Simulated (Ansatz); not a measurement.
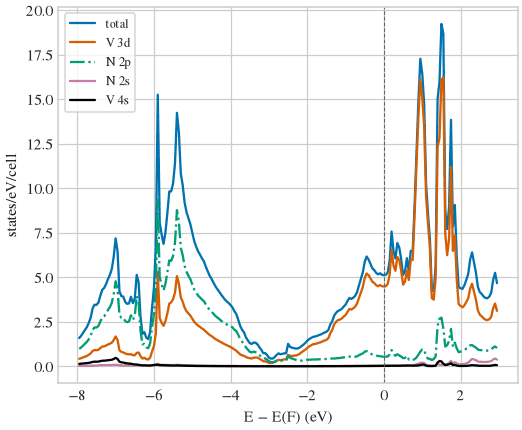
Total and projected density of states of VN in space group P-43m (No. 215; V on 4e, N on 4e), PBE in the plane-wave PAW code Ansatz

Question: Which orbitals carry the states next to the Fermi level?

Answer: Within 0.5 eV of the Fermi level: V 3d 87 %, N 2p 11 %. Projections are on Löwdin-orthogonalised atomic valence shells; empty p or d shells of many metals are not among them.

Question: Where is the tallest occupied peak in this window, and what makes it?

Answer: Near -5.9 eV, about 15 states/eV per cell; the largest projected share is N 2p.

The start of the workflow was typed in or built on a structure type; neither database checked (COD, Materials Project) lists it. It is not the phase usual at ambient conditions (space group No. 225). Symmetry was held in the PBE relaxation; its stability against distortions is not shown here. The workflow began spin-polarised and lost its moments.

Potentials: the earlier of the program's two PAW sets.
